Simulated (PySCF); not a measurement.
# SiNH2Br (SMILES N[Si]Br), step by step

Aim: a geometry optimisation (HF/6-31G), then vibrational wavenumbers, then a single-point energy (wB97-D4/def2-SVPD), then the charge distribution (QTP17/aug-pc-1) of SiNH2Br. The job is set up through a Python script.

The calculation is run with PySCF 2.14.0.

## (1) Starting point

SiNH2Br: 5 atoms, total charge 0, spin state singlet. SMILES: `N[Si]Br`. The shape comes from a force field and isn't a relaxed structure. This is one conformer, not always the lowest. The run starts from this shape.

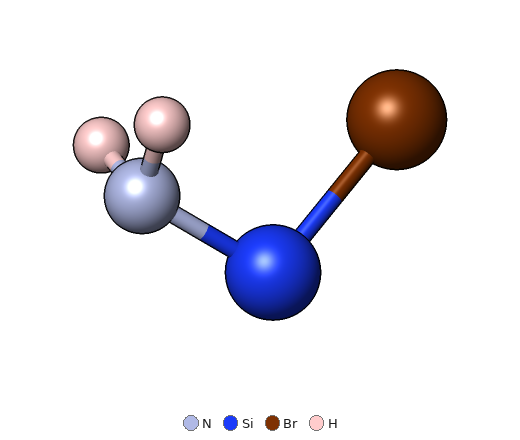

The structure, seen from a chosen angle (nitrogen light blue, silicon blue, bromine brown, hydrogen pink).

## (2) A structure relaxation at HF/6-31G (sfX2C, density fitting with def2-universal-jkfit) (run 1)

File run.py:

```python
from pyscf import gto
from pyscf.geomopt.geometric_solver import kernel as optimise

system = gto.M(
    atom='''
N   -0.752400   0.295700  -0.283600
Si  -0.311800  -0.700500   0.961000
Br   1.850300  -0.857100   0.712400
H   -0.232900   1.239600  -0.221800
H   -0.503300  -0.051300  -1.209400
''',
    basis='6-31g',
    charge=0,
    max_memory=1860,
    verbose=3,
)

mf = system.RHF()
mf = mf.x2c()
mf = mf.density_fit(auxbasis='def2-universal-jkfit')
converged, mol_eq = optimise(mf, maxsteps=100, convergence_set='GAU_TIGHT')
print('converged:', converged)
print(mol_eq.tostring())

mf.reset(mol_eq)
system = mol_eq
mf.kernel()
etot = mf.e_tot
print('E = %.10f Eh' % etot)
```

Started as:

```console
$ OMP_NUM_THREADS=1 python run.py
```

The program printed:

```text
convergence_set           GAU_TIGHT
[... 46 lines left out ...]
converged SCF energy = -2941.76930711034
[... 62 lines left out ...]
converged SCF energy = -2941.8120546268
[... 86 lines left out ...]
converged SCF energy = -2941.8383842309
[... 83 lines left out ...]
converged SCF energy = -2941.83928309438
[... 74 lines left out ...]
Converged! =D
[... 1 line left out ...]
converged: True
N          -0.50592447        0.26503973       -0.40889409
Si         -0.25693824       -1.11593185        0.61442113
Br          2.02283583       -0.61471797        1.22733350
H           0.16707288        0.97550199       -0.60266110
H          -1.37714600        0.41650810       -0.87159945
converged SCF energy = -2941.83928311099
E = -2941.8392831110 Eh
```

Run time: 33 s. Hardware: 1 thread of Arm Neoverse V2, shared host; peak memory 0.2 GiB.

The path in brief:

```tsv
step	energy from the first frame kept (eV)	largest force (eV/Å)
0	0.0000	6.3781
1	-0.7677	3.0344
2	-1.1072	0.7414
3	-1.1632	0.4001
4	-1.1933	0.2814
5	-1.3053	0.3613
6	-1.6161	0.5091
7	-1.8797	0.3339
8	-1.8937	0.2209
9	-1.9041	0.0310
10	-1.9041	0.0087
11	-1.9041	0.0020
12	-1.9041	0.0005
13	-1.9041	0.0001
14	-1.9041	0.0000
```

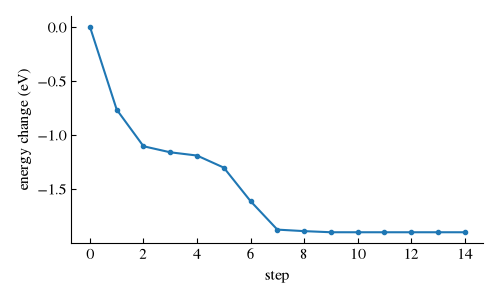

Energy along the run.

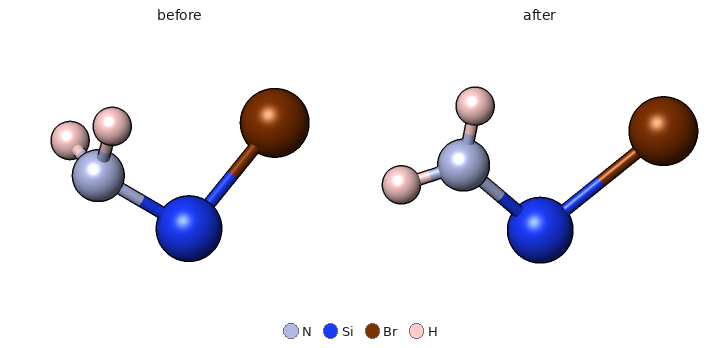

Before and after, at one scale.

After the run. Bond lengths: N1–Si2 1.737 Å, Si2–Br3 2.413 Å, N1–H4 0.998 Å, N1–H5 0.998 Å. Angles: N1–Si2–Br3 96.9°, Si2–N1–H4 125.7°, Si2–N1–H5 121.3°, H4–N1–H5 113.0°.

## (3) The harmonic vibrations at HF/6-31G (sfX2C, density fitting with def2-universal-jkfit) (run 2)

File job.py:

```python
from pyscf import gto, symm
from pyscf.hessian import thermo

system = gto.Mole()
system.atom = '''
N     -1.684119     0.872598    -1.280680
Si    -1.435133    -0.508374    -0.257365
Br     0.844641    -0.007160     0.355548
H     -1.011122     1.583060    -1.474447
H     -2.555341     1.024066    -1.743385
'''
system.charge = 0
system.basis = '6-31g'
system.spin = 0
system.verbose = 3
system.max_memory = 1860
system.build()

calc0 = system.RHF()
calc0 = calc0.x2c()
calc0 = calc0.density_fit(auxbasis='def2-universal-jkfit')
calc0.kernel()

energy = calc0.e_tot
print('E(%s) = %.9f' % ('HF', energy))
hess = calc0.Hessian().kernel()
modes = thermo.harmonic_analysis(system, hess)
thermo.dump_normal_mode(system, modes)
symm.geom.TOLERANCE = 1e-3  # for the symmetry number
th = thermo.thermo(calc0, modes['freq_au'], 200, 101325)
thermo.dump_thermo(system, th)
```

Started as:

```console
$ OMP_NUM_THREADS=1 python job.py
```

The program printed:

```text
converged SCF energy = -2941.83928311146
[... 51 lines left out ...]
Gibbs free energy [Eh] -2941.82689
```

Run time: 35 s. Hardware: 1 thread of Arm Neoverse V2, shared host; peak memory 0.43 GiB.

## (4) A single-point energy at wB97-D4/def2-SVPD (density fitting) (run 3)

File job.py:

```python
from pyscf import gto, dft

mol = gto.M(
    atom='''
N       -0.505924       0.265040      -0.408894
Si      -0.256938      -1.115932       0.614421
Br       2.022836      -0.614718       1.227334
H        0.167073       0.975502      -0.602661
H       -1.377146       0.416508      -0.871599
''',
    verbose=3,
    basis='def2-svpd',
    max_memory=1860,
)

calc0 = dft.RKS(mol, xc='wb97')
calc0 = calc0.density_fit()
calc0.disp = 'd4'
calc0.kernel()

etot = calc0.e_tot
print(f'total energy: {etot:.8f} hartree')
dip = calc0.dip_moment()
pop, q = calc0.mulliken_pop()
```

Started as:

```console
$ OMP_NUM_THREADS=1 python job.py
```

The program printed:

```text
converged SCF energy = -2919.34202084945
total energy: -2919.34202085 hartree
Dipole moment(X, Y, Z, Debye): -2.67540,  1.12180, -1.85836
[... 107 lines left out ...]
charge of    4H =     -0.10941
```

Run time: 9.9 s. Hardware: 1 thread of Arm Neoverse V2, shared host; peak memory 0.39 GiB.

## (5) Energy and one-electron properties at QTP17/aug-pc-1 (SMD water) (run 4)

File calc.py:

```python
import numpy
from pyscf import gto, scf, dft, lo, solvent

mol = gto.M(
    atom='''
N       -0.505924       0.265040      -0.408894
Si      -0.256938      -1.115932       0.614421
Br       2.022836      -0.614718       1.227334
H        0.167073       0.975502      -0.602661
H       -1.377146       0.416508      -0.871599
''',
    verbose=3,
    basis='aug-pc-1',
    max_memory=1860,
)

calc0 = dft.RKS(mol)
calc0.xc = 'qtp17'
calc0 = calc0.SMD()
calc0.with_solvent.solvent = 'water'
calc0.kernel()

energy = calc0.e_tot
print('E = %.10f Eh' % energy)
dip = calc0.dip_moment()
pop, q = calc0.mulliken_pop()
quad = calc0.quad_moment()
occ = calc0.mo_coeff[:, calc0.mo_occ > 0]
iaos = lo.vec_lowdin(lo.iao.iao(mol, occ), calc0.get_ovlp())
c = iaos.T @ calc0.get_ovlp() @ occ
pop_iao, q_iao = scf.hf.mulliken_pop(lo.iao.reference_mol(mol), (c * calc0.mo_occ[calc0.mo_occ > 0]) @ c.T, numpy.eye(c.shape[0]), verbose=0)
print('IAO charges', numpy.round(q_iao, 4))
```

Started as:

```console
$ OMP_NUM_THREADS=1 python calc.py
```

The program printed:

```text
converged SCF energy = -2917.37492167677
[... 1 line left out ...]
Dipole moment(X, Y, Z, Debye): -3.88207,  1.28688, -2.46949
[... 113 lines left out ...]
IAO charges [-0.8155  0.6038 -0.4078  0.3063  0.3132]
```

Run time: 26 s. Hardware: 1 thread of Arm Neoverse V2, shared host; peak memory 0.63 GiB.

Atomic charges (e):

```tsv
atom	Mulliken	IAO
N1	-0.901	-0.816
Si2	+1.044	+0.604
Br3	-0.675	-0.408
H4	+0.276	+0.306
H5	+0.257	+0.313
```

## (6) What came out

| quantity | value |
| --- | --- |
| run 1, HF/6-31G: total energy at the end | -2941.83928 Eh |
| run 1, HF/6-31G: dipole moment | 4.57 D |
| run 1, HF/6-31G: HOMO energy | -9.82 eV |
| run 1, HF/6-31G: LUMO energy | 0.84 eV |
| run 1, HF/6-31G: HOMO–LUMO gap | 10.66 eV |
| run 2, HF/6-31G: lowest harmonic wavenumber | 220 cm⁻¹ |
| run 2, HF/6-31G: highest harmonic wavenumber | 3902 cm⁻¹ |
| run 2, HF/6-31G: zero-point energy | 79.0 kJ/mol |
| run 2, HF/6-31G: ideal-gas entropy at 200 K (symmetry number 1 as used) | 65.0 cal/(mol K) |
| run 3, wB97-D4/def2-SVPD: total energy | -2919.34202 Eh |
| run 3, wB97-D4/def2-SVPD: dipole moment | 3.45 D |
| run 3, wB97-D4/def2-SVPD: HOMO energy | -9.78 eV |
| run 3, wB97-D4/def2-SVPD: LUMO energy | 0.20 eV |
| run 3, wB97-D4/def2-SVPD: HOMO–LUMO gap | 9.98 eV |
| run 3, wB97-D4/def2-SVPD: dispersion energy | -0.47 kJ/mol |
| run 4, QTP17/aug-pc-1: total energy | -2917.37492 Eh |
| run 4, QTP17/aug-pc-1: dipole moment | 4.78 D |
| run 4, QTP17/aug-pc-1: HOMO energy | -8.91 eV |
| run 4, QTP17/aug-pc-1: LUMO energy | -0.76 eV |
| run 4, QTP17/aug-pc-1: HOMO–LUMO gap | 8.15 eV |
| run 4, QTP17/aug-pc-1: solvent term in the energy | -30.5 kJ/mol |

In words: The optimisation (run 1, HF/6-31G) took 14 steps and changed the energy by -1.904 eV. Mulliken charges (run 1, HF/6-31G) run from -1.19 on N1 to +0.88 on Si2. The basis (run 1, HF/6-31G) was contracted for non-relativistic atoms, which limits what the relativistic Hamiltonian can do in the core. All 9 modes (run 2, HF/6-31G) are real, so the shape is a minimum at this level. The basis (run 2, HF/6-31G) was contracted for non-relativistic atoms, which limits what the relativistic Hamiltonian can do in the core. Mulliken charges (run 3, wB97-D4/def2-SVPD) run from -0.42 on Br3 to +0.42 on Si2; in a basis this large or diffuse they mean little.
